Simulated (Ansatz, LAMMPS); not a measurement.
# Forces and charges in aqueous K+ and HSO4-, 4.6 mol of salt per kg of water at 300 K (172 atoms)

Aim: energy, forces, charges and density of states of aqueous K+ and HSO4-, 4.6 mol of salt per kg of water at 300 K (172 atoms) at a fixed geometry.

Main program and level: Ansatz 0.2.0; Kohn-Sham DFT, r2SCAN+D4, PAW (set soft_2), plane waves.

**1. Set-up**

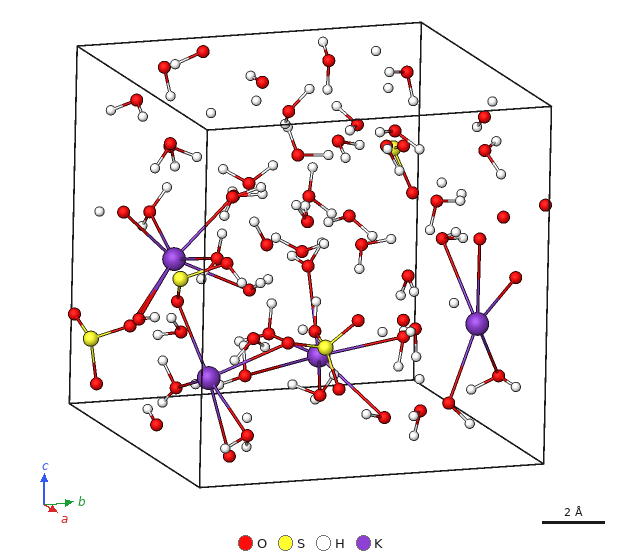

The cell as given, slightly off an axis (oxygen red, sulfur yellow, hydrogen white, potassium purple). Bonds to atoms that aren't drawn are left out. Some periodic images of atoms are drawn too.

The cell holds 172 atoms: 64 O, 4 S, 100 H and 4 K. Cell: a = 12.025 Å, b = 12.025 Å, c = 12.025 Å, α = 90.0°, β = 90.0°, γ = 90.0°. 48 H2O, 4 K+, 4 HSO4- placed at random, at 1.35 g/cm³; overlaps pushed apart, then 10 ps at 420 K with Joung-Cheatham ions (J. Phys. Chem. B 112, 9020 (2008)); MMFF94 bonds, angles, torsions, charges and radii (Halgren, J. Comput. Chem. 17, 490 (1996)) in harmonic and 12-6 forms; SPC/E water (Berendsen, Grigera and Straatsma, J. Phys. Chem. 91, 6269 (1987)); charges of ions scaled by 0.85. Snapshot after 20 ps at 300 K and fixed volume.

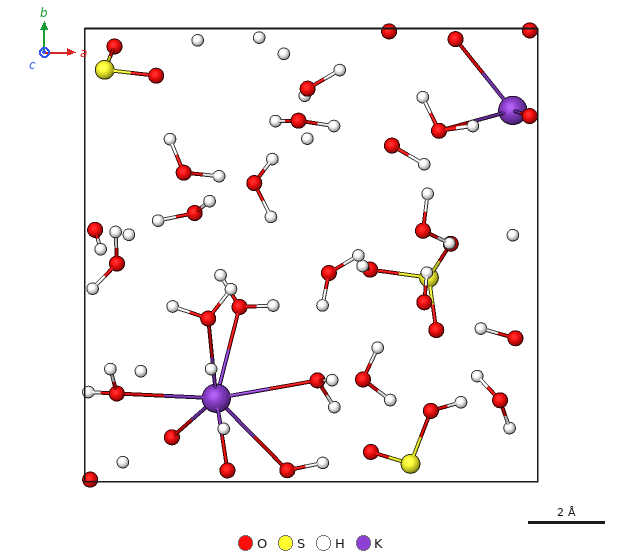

A slice 6 Å thick through the middle of the cell. Bonds to atoms that aren't drawn are left out.

Before any run, some limits are plain. The network of contacts between molecules at the start is that of the classical potential that made the cell, and needn't be the one that DFT or experiment would give. The concentration wasn't checked against solubility and may exceed it. The density was typed from a rule of thumb and may lie off the real one at this temperature. Sampling is at Γ alone, for a cell whose shortest periodic width is 12 Å.

**2. How the cell was made**

A classical potential makes the cell, at a small fraction of what the same run would cost in DFT.

This step: classical MD, Joung-Cheatham ions (J. Phys. Chem. B 112, 9020 (2008)); MMFF94 bonds, angles, torsions, charges and radii (Halgren, J. Comput. Chem. 17, 490 (1996)) in harmonic and 12-6 forms; SPC/E water (Berendsen, Grigera and Straatsma, J. Phys. Chem. 91, 6269 (1987)); charges of ions scaled by 0.85 (LAMMPS 22 Jul 2025 - Update 4).

Contents of in.lmp:

```
# aqueous K+ and HSO4-, 4.6 mol of salt per kg of water
units real
atom_style full
boundary p p p
bond_style harmonic
angle_style harmonic
dihedral_style opls
improper_style harmonic
special_bonds lj 0 0 0.5 coul 0 0 0.75
read_data data.lmp
neigh_modify delay 0 every 1 check yes one 4000
comm_modify cutoff 12.0
timestep 0.5
thermo_style custom step time temp pe press density
thermo_modify norm yes
# push overlapping molecules apart
pair_style soft 2.6
pair_coeff * * 0.0
variable a equal ramp(1,60)
fix ad all adapt 1 pair soft a * * v_a
velocity all create 420 839833 mom yes dist gaussian
fix lim all nve/limit 0.03
fix lan all langevin 420 420 50 839834 zero yes
thermo 1000
run 3000 post no
unfix ad
pair_style lj/cut/coul/long 9.0
pair_modify mix arithmetic tail yes
pair_coeff 1 1 0.0763 3.0430   # O
pair_coeff 2 2 0.2681 3.4180   # S
pair_coeff 3 3 0.0763 3.0960   # O
pair_coeff 4 4 0.0100 1.2000   # H
pair_coeff 5 5 0.1553 3.1660   # O
pair_coeff 6 6 0.0000 1.0000   # H
# [... 20 lines left out ...]
compute msd all msd com yes
thermo 5000
fix md all nvt temp 300 300 100
run 20000 post no
print "== T300: mean square displacement over the hold $(c_msd[4]:%.2f) A^2"
unfix md
uncompute msd
write_dump all custom T300.dump id type xs ys zs modify sort id
```

Launch:

```sh
lmp -in in.lmp -log none -nocite
```

The log of the run:

```text
LAMMPS (22 Jul 2025 - Update 4)
Reading data file ...
  orthogonal box = (0 0 0) to (12.02476 12.02476 12.02476)
  172 atoms
  orthogonal box = (0 0 0) to (12.02476 12.02476 12.02476)
  116 bonds
  76 angles
  12 dihedrals
   Step          Time           Temp          PotEng         Press         Density
         0   0              420            0.58429028     10200.703      1.3459985
      1000   500            426.12202      1.2846661      46265.913      1.3459985
      2000   1000           465.26323      1.1844374      64815.857      1.3459985
      3000   1500           398.98391      1.0971993      43300.037      1.3459985
[... 30 lines left out ...]
Loop time of 5.9247 s on 1 MPI rank(s) for 10000 steps with 172 atoms
   Step          Time           Temp          PotEng         Press         Density
[... 4 lines left out ...]
Loop time of 2.91478 s on 1 MPI rank(s) for 5000 steps with 172 atoms
   Step          Time           Temp          PotEng         Press         Density
[... 2 lines left out ...]
     25000   24000          290.21515     -7.6606722     -351.60351      1.3459985
     30000   29000          272.66965     -7.687548       3204.2824      1.3459985
     35000   34000          299.01415     -7.7458609     -365.39655      1.3459985
     37000   36000          286.88413     -7.7443267     -1201.6512      1.3459985
Loop time of 11.4578 s on 1 MPI rank(s) for 20000 steps with 172 atoms
== T300: mean square displacement over the hold 18.89 A^2
```

The job ended after 22 s (1 thread of Arm Neoverse V2, shared host; peak memory 0.13 GiB).

The input also reads data.lmp (atoms, bonds and types; not printed here).

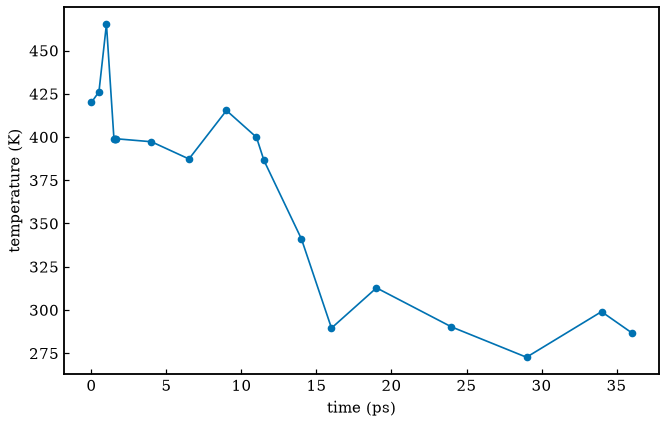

Temperature, plotted against time.

**3. Plane-wave single point**

One self-consistent run at the given positions yields energy and forces.

Contents of input.yaml:

```yaml
crystal:
  lattice:
    - [12.02476, 0.0, 0.0]
    - [0.0, 12.02476, 0.0]
    - [0.0, 0.0, 12.02476]
  atoms:
    - { symbol: O, position: [0.06548, 0.96042, 0.54134] }
    - { symbol: S, position: [0.04395, 0.90893, 0.66418] }
    - { symbol: O, position: [0.15743, 0.89586, 0.69858] }
    - { symbol: O, position: [0.98199, 0.99589, 0.71981] }
    - { symbol: O, position: [0.98176, 0.80692, 0.63766] }
    - { symbol: H, position: [0.08408, 0.04316, 0.55407] }
    - { symbol: O, position: [0.76376, 0.15624, 0.56154] }
    - { symbol: S, position: [0.71881, 0.0393, 0.51496] }
    - { symbol: O, position: [0.81822, 0.97671, 0.47984] }
    - { symbol: O, position: [0.67159, 0.99369, 0.61339] }
    - { symbol: O, position: [0.63144, 0.06567, 0.42983] }
    - { symbol: H, position: [0.83021, 0.17522, 0.52127] }
    - { symbol: O, position: [0.11167, 0.03489, 0.07922] }
    - { symbol: S, position: [0.12602, 0.01003, 0.21043] }
    - { symbol: O, position: [0.17646, 0.89895, 0.21506] }
    - { symbol: O, position: [0.19224, 0.09793, 0.25594] }
    - { symbol: O, position: [0.01186, 0.00461, 0.25295] }
    - { symbol: H, position: [0.13321, 0.96593, 0.03576] }
    - { symbol: O, position: [0.62969, 0.46799, 0.31891] }
    - { symbol: S, position: [0.7595, 0.4502, 0.30495] }
    - { symbol: O, position: [0.80767, 0.52506, 0.38711] }
    - { symbol: O, position: [0.77567, 0.33464, 0.32944] }
    - { symbol: O, position: [0.77981, 0.48422, 0.19134] }
    - { symbol: H, position: [0.61312, 0.47598, 0.39766] }
    - { symbol: O, position: [0.90054, 0.17425, 0.11055] }
    - { symbol: H, position: [0.9286, 0.09994, 0.08593] }
    - { symbol: H, position: [0.83643, 0.19693, 0.06268] }
    - { symbol: O, position: [0.51349, 0.22348, 0.5121] }
    - { symbol: H, position: [0.55072, 0.16464, 0.46663] }
    - { symbol: H, position: [0.54593, 0.22401, 0.58867] }
    - { symbol: O, position: [0.07105, 0.48134, 0.6007] }
    - { symbol: H, position: [0.0172, 0.42598, 0.63155] }
    [... 134 atom lines left out ...]
    - { symbol: H, position: [0.85644, 0.78487, 0.62884] }
    - { symbol: H, position: [0.74585, 0.84856, 0.58242] }
    - { symbol: K, position: [0.69778, 0.13603, 0.22633] }
    - { symbol: K, position: [0.94449, 0.8193, 0.39052] }
    - { symbol: K, position: [0.29022, 0.18413, 0.4602] }
    - { symbol: K, position: [0.3177, 0.60073, 0.16879] }
kpoints:
  mp_grid: { grid: [1, 1, 1] }
hamiltonian:
  xc: r2scan
  dispersion: d4
scf:
  occupations: { method: fixed }
output:
  forces: true
  stress: true
  populations: true
  dos:
    method: { smearing: { sigma: 0.1 } }
    de: 0.1
    projected: { site_lists: { H: [H], K: [K], O: [O], S: [S] } }
  eigenvalues: true
  write_density: true
  write_potential: true
  volumetric_format: npy
```

Launch:

```sh
ansatz run input.yaml --threads 8 --pin off --max-ram 15872MiB --backend cpu --events-out ev --progress --plain --runs-dir out
```

The log of the run:

```text
Engine: ansatz 0.2.0, aarch64-unknown-linux-gnu
Pseudopotentials: kind: paw
Pseudopotential: O, paw, valence charge 6, recommended cutoff 500 eV (meta_gga), O.paw.azcp
Pseudopotential: S, paw, valence charge 6, recommended cutoff 500 eV (meta_gga), S.paw.azcp
Pseudopotential: H, paw, valence charge 1, recommended cutoff 500 eV (meta_gga), H.paw.azcp
Pseudopotential: K, paw, valence charge 9, recommended cutoff 500 eV (meta_gga), K.paw.azcp
[... 6 lines on functional and potentials left out ...]
Crystal: 172 atoms, lattice volume = 1738.718 Å³
Basis set: ecut = 500 eV, 43867 PW (Γ), exchange–correlation on 360×360×360 points (64 copies of the dense FFT grid, shifted against one another)
Bands: 444, of which v1, the nominal top of the filled ones, is band 272 counted from 1 (271 counted from 0)
Symmetry: 1 space group operations
Space group: P1 (ITA 1), of the structure as read, at distance tolerance 1.2e-4 Å
k-points: 1
[... 12 lines on functional and potentials left out ...]
Initial density: superposition of atomic densities (neutral atoms: chi_scale 0, normalization atom), corrected by the library's trained network
Initial wavefunctions: pseudopotential atomic-orbital guess
Functional: x = r2scan, c = r2scan; τ floored in thin density (d = 2e-4 eV/Å³)
SCF iter   1: F=—  HF=-47798.444354 eV  |F-HF|=—  |Δ(HF+E_count)|=         —  Δρ=6.76e-3  dr2=8.91e-1  dr2_τ=8.73e0  ethr=1.77e-3  ⟨swp⟩=5.0  Hψ=1739  notcnv=0  defer=169
preconditioner: auto → Resta (q_TF=auto, 2.248 Å⁻¹)  ε∞=2.2  [insulator: Δε(μ)=5.085 eV  Ē_g=18.650 eV  n_scr=340 (ndim 8)  ℏωp=20.5 eV  f_vac=0.239  ε∞_Penn≈2.2]
SCF iter   2: F=—  HF=-47796.586087 eV  |F-HF|=—  |Δ(HF+E_count)|=    1.86e0  Δρ=3.86e-3  dr2=1.24e-1  dr2_τ=2.85e-2  ethr=1.64e-4  ⟨swp⟩=3.0  Hψ=789  notcnv=0  defer=170
SCF iter   3: F=—  HF=-47796.561700 eV  |F-HF|=—  |Δ(HF+E_count)|=   2.44e-2  Δρ=1.47e-3  dr2=3.04e-2  dr2_τ=2.35e-3  ethr=2.29e-5  ⟨swp⟩=3.0  Hψ=550  notcnv=0  defer=170
SCF iter   4: F=—  HF=-47796.570961 eV  |F-HF|=—  |Δ(HF+E_count)|=   9.26e-3  Δρ=3.61e-4  dr2=2.11e-3  dr2_τ=3.15e-4  ethr=5.59e-6  ⟨swp⟩=3.0  Hψ=551  notcnv=0  defer=170
SCF iter   5: F=—  HF=-47796.571455 eV  |F-HF|=—  |Δ(HF+E_count)|=   4.95e-4  Δρ=1.98e-4  dr2=5.70e-4  dr2_τ=8.23e-5  ethr=3.87e-7  ⟨swp⟩=3.0  Hψ=551  notcnv=0  defer=170
SCF iter   6: F=—  HF=-47796.571619 eV  |F-HF|=—  |Δ(HF+E_count)|=   1.63e-4  Δρ=4.97e-5  dr2=5.26e-5  dr2_τ=5.75e-6  ethr=1.05e-7  ⟨swp⟩=2.0  Hψ=550  notcnv=0  defer=170
SCF iter   7: F=—  HF=-47796.572092 eV  |F-HF|=—  |Δ(HF+E_count)|=   4.73e-4  Δρ=2.07e-5  dr2=7.55e-6  dr2_τ=8.31e-7  ethr=9.67e-9  ⟨swp⟩=2.0  Hψ=701  notcnv=0  defer=166
SCF iter   8: F=—  HF=-47796.572101 eV  |F-HF|=—  |Δ(HF+E_count)|=   8.86e-6  Δρ=9.33e-6  dr2=1.44e-6  dr2_τ=1.90e-7  ethr=1.39e-9  ⟨swp⟩=2.0  Hψ=548  notcnv=0  defer=168
SCF iter   9: F=—  HF=-47796.572103 eV  |F-HF|=—  |Δ(HF+E_count)|=   1.55e-6  Δρ=2.41e-6  dr2=1.25e-7  dr2_τ=1.02e-8  ethr=2.65e-10  ⟨swp⟩=2.0  Hψ=548  notcnv=0  defer=168
SCF iter  10: F=-47796.572103 eV  HF=-47796.572103 eV  |F-HF|=3.27e-9  |Δ(HF+E_count)|=   2.93e-7  Δρ=1.90e-6  dr2=5.14e-8  dr2_τ=6.78e-9  ethr=1.84e-11  ⟨swp⟩=24.0  Hψ=4699  notcnv=0
SCF 1 converged in 10 iterations: F = -47796.572103 eV  dr2 = 5.14e-8
  greatest PAW one-centre occupation: 0.989 electrons in one spin orbital (limit 2), on the K atom at site 170 (counted from 0), in its partial waves of l = 0
WARN: The input density's exchange-correlation potential varies sharply where the density is thin. Do not read a vacuum level from v_tot or v_xc, or from such a field of the output density. On a cell that repeats whose density bears no net charge and no dipole along the vacuum's axis use v_es (v_loc + v_h of the components); [...]
SCF converged after 10 iterations
Free energy (F): -47796.572103 eV
Harris-Foulkes:  -47796.572103 eV  (|F-HF|=3.27e-9)
Internal energy: -47796.572103 eV  (E = F + TS)
E sigma→0 (E₀):  -47796.572103 eV
Fermi energy:    -1.470807 eV
--- Per-component energies (eV) ---
  E_band       = -5305.195082
  E_kinetic    = 14132.604370
  E_local      = -43563.398254  (includes V_loc(G=0)·N_el)
  E_nonlocal   = 3364.913925
  E_hartree    = 15954.901363
  E_xc         = -6453.281142
  E_vxc        = -9163.680905  (∫ρ·V_xc dr)
  E_paw        = -15917.301654  (= ΣΔE_a)
  E_vpaw       = -2601.899674  (= ΣTr[D̂ρ^β])
  E_aug_tail   = 0.024160  (compensation charges beyond the density's cutoff)
  E_vtau       = 616.445153  (kinetic-family band-sum trace: ∫τ·v_τ [+ j·A + Jᵃ·Aᵃ] dr)
  E_ewald      = -15308.414384
  E_disp       = -3.352460  (pairwise vdW)
  E_core_change = -3.268026  (= ΣΔE_core)
  E_smearing   = -0.000000  (= −TS)
  E_closure    = 0.000000  (closes the sum)
  Σ components = -47796.572103   (vs F -47796.572103, Δ=0.00e0)
--- Forces (eV/Å), atoms counted from 1 ---
  atom   1  O      0.15938990     1.24086220     0.46103353
  atom   2  S     -2.34190108     1.13764640    -3.94984621
  atom   3  O      1.35013491    -0.87992678     1.31465623
  atom   4  O     -0.29185249    -0.90242410     0.71234356
  atom   5  O      1.82144366     0.75903453     1.12357447
  atom   6  H     -0.76827766    -1.08131026    -0.49453162
  atom   7  O     -0.54367508    -0.52052663    -0.35098833
  atom   8  S      2.12711722     0.00227736    -1.62633042
  atom   9  O     -2.03437312     1.26812272    -0.32448689
  atom  10  O     -1.12708146    -0.69795737     1.66958479
  atom  11  O      2.66273810    -0.59100839     0.71021751
  atom  12  H      0.66323784     0.20777218    -0.63030624
  atom  13  O      0.02558736    -0.96477331     0.37245760
  atom  14  S     -0.32375176    -1.78949884    -0.81586398
[...]
atom 171  K      0.14858211     0.02009437    -0.12687487
  atom 172  K      0.04777727    -0.05842046    -0.23214223
  max |Σ_I F_I| component: 1.92e-4 eV/Å
--- Stress (GPa, compression-positive) ---
       -3.043131       0.715708      -0.539624
        0.715707      -3.338300      -0.477931
       -0.539621      -0.477930      -2.196420
  P = ⅓ Tr σ = -2.8593 GPa (-28.593 kbar)
--- Band table (eV) ---
  k-point 0: bands = ["-30.1696", "-29.9215", "-29.8979", "-29.3684", [... 428 levels ...], "12.1389", "12.1751", "12.2036", "12.2399", "12.2536", "12.3088", "12.3648", "12.3730", "12.3902", "12.4168", "12.4309", "12.4935"]
--- Löwdin populations: 172 sites ---
  site symbol       q [e]
     0      O      6.7022
     1      S      3.4793
     2      O      6.7297
[...]
171      K      8.1342
  spilling = 0.012067 (of n_electrons = 544.000000)
```

Run time: 39 s. Hardware: 8 threads of Arm Neoverse V2, shared host; peak memory 4.9 GiB; 5 min of CPU time.

The program notes that the exchange-correlation potential is rough where the density is thin.

The run gave:

- free energy: -47796.5721 eV
- free energy per atom: -277.8870 eV/atom
- SCF cycles: 10
- pressure: -2.859 GPa
- r.m.s. force component: 0.7552 eV/Å
- longest force: 4.731 eV/Å
- Fermi energy: -1.471 eV
- gap (highest filled to lowest empty level): 4.97 eV
- spilling of the projection: 0.01207

Length of the force by element:

```
element  coordination  atoms  mean length of the force (eV/Å)  spread  least   most
      H           all    100                             1.27   0.374  0.465   1.95
      K           all      4                            0.230  0.0665  0.150  0.330
      O           all     64                             1.02   0.490  0.206   2.82
      S           all      4                             2.90    1.08   1.99   4.73
```

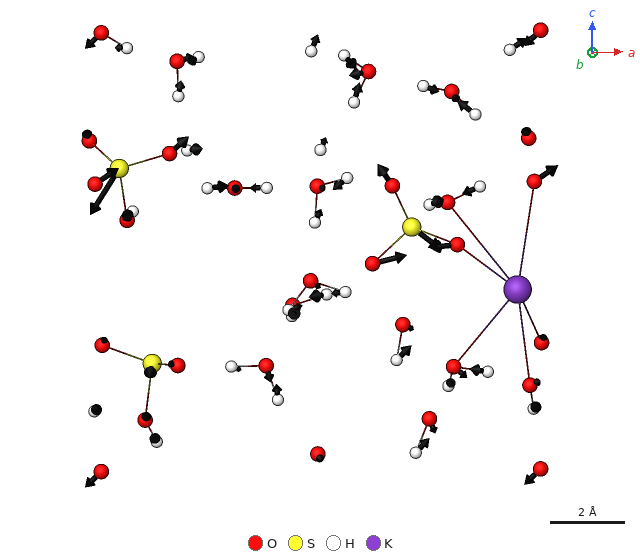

Forces as arrows; the longest in the cell is 4.73 eV/Å. Drawn is a slice 4 Å thick, seen along the normal of the ac plane. Bonds to atoms that aren't drawn are left out.

Löwdin charges by element (they lack the spilled electrons, 0.038 e an atom on average):

```
element  coordination  atoms  mean charge (e)  spread   least    most
      H           all    100            0.394  0.0107   0.372   0.430
      K           all      4            0.852  0.0111   0.840   0.866
      O           all     64           -0.725  0.0358  -0.806  -0.652
      S           all      4             2.53  0.0198    2.51    2.56
```

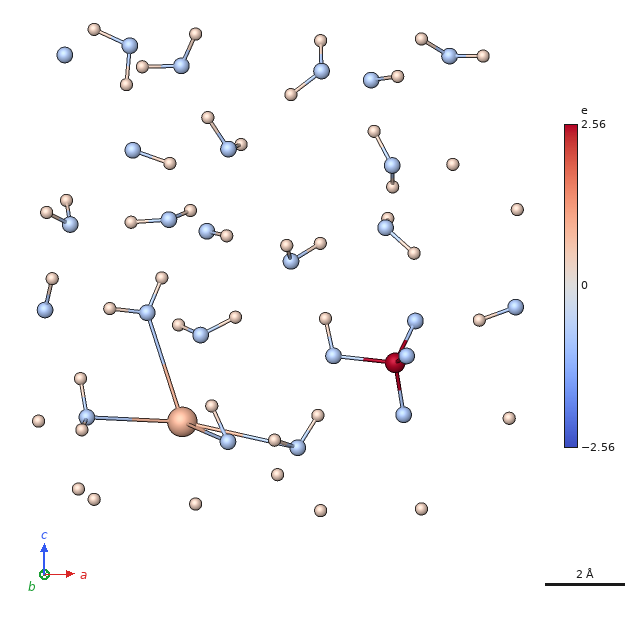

Atoms coloured by Löwdin charge. Drawn is a slice 4 Å thick, seen along the normal of the ac plane. Bonds to atoms that aren't drawn are left out.

Density of states as counts of states in windows of 1 eV (from the Fermi level), total and the larger projections:

```
from (eV)  to (eV)  total   O p   H s
      -10       -9    3.9   1.9   0.4
       -9       -8    5.8   3.6   0.9
       -8       -7   40.0  27.0  10.2
       -7       -6   59.9  41.4  15.2
       -6       -5   17.9  12.5   2.0
       -5       -4   20.2  15.9   1.8
       -4       -3   45.5  38.0   3.0
       -3       -2   55.5  49.5   1.7
       -2       -1   63.8  61.6   0.4
       -1        0   65.3  64.2   0.2
        0        1    2.0   2.0   0.0
        1        4    0.0   0.0   0.0
        4        5    0.8   0.0   0.4
```

With fixed occupations the program's Fermi level is the highest filled level; weight inside the gap is the broadening of levels at its edges.

Between -26 and -10 eV lie 156 more states.

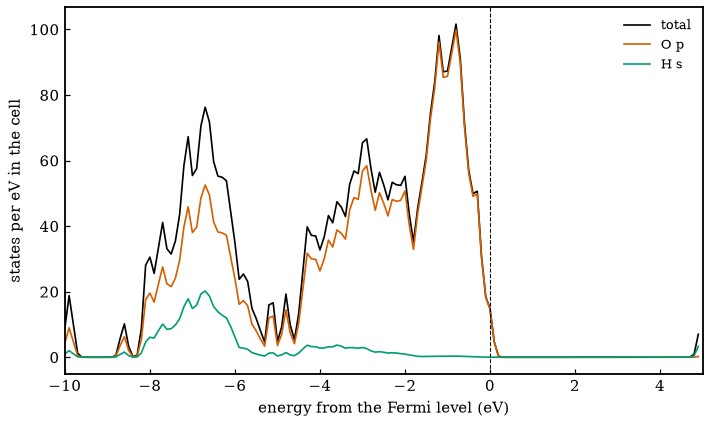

Total and projected density of states, with the broadening of the input.

The levels nearest the highest filled one (over half full), pooled over k-points and spins:

```
level less the highest filled one (eV)  occupation
                                -0.323           2
                                -0.286           2
                                -0.269           2
                                -0.239           2
                                -0.101           2
                                     0           2
                                  4.97           0
                                  6.11           0
                                  6.29           0
                                  6.45           0
                                  6.46           0
                                  6.57           0
```

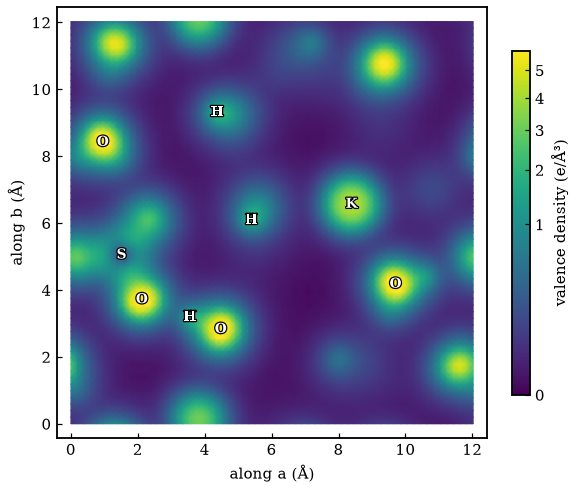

Valence density in the ab plane at fractional z = 0.210, with atoms of S and O and H and K within 0.2 Å of it. It is the smooth field of the valence electrons, not physical close to the nuclei. The map starts off the cell's origin, so that atoms lie inside it. The colour scale is stretched toward low values.

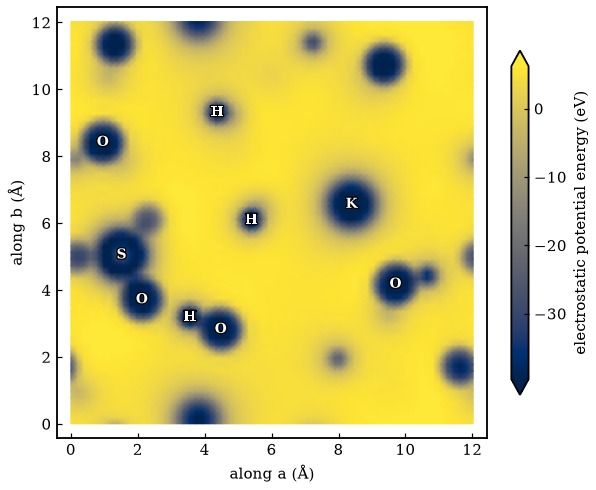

Electrostatic potential energy in the ab plane at fractional z = 0.210, with atoms of S and O and H and K within 0.2 Å of it. With pseudopotentials it is smooth inside the atoms' cores, unlike the true potential. The map starts off the cell's origin, so that atoms lie inside it.

Mean Löwdin charges: H +0.39, K +0.85, O -0.72, S +2.53 e (they miss 1.2 % of the electrons, so they add up to more than the cell's charge). The largest share in the top eV of filled states is O p (99 % of the projected weight), and in the lowest eV of empty states H s (51 % of the projected weight).

(Part 1 of 2 ends here.)

[Logs are printed without paths, hosts, clocks, repeated set-up lines and the standing remarks that a program may print on its own settings, such as how far it seeks lower states.]

[Hosts, paths, dates, database ids (printed as entryN), source tags and the programs' standing remarks are cut or masked in the printed files.]

[The MMFF94 radii named for the starting cell were scaled by 0.96; in molecules described by MMFF94, hydrogen bound to N, O or S took a small fixed 12-6 site in their place.]
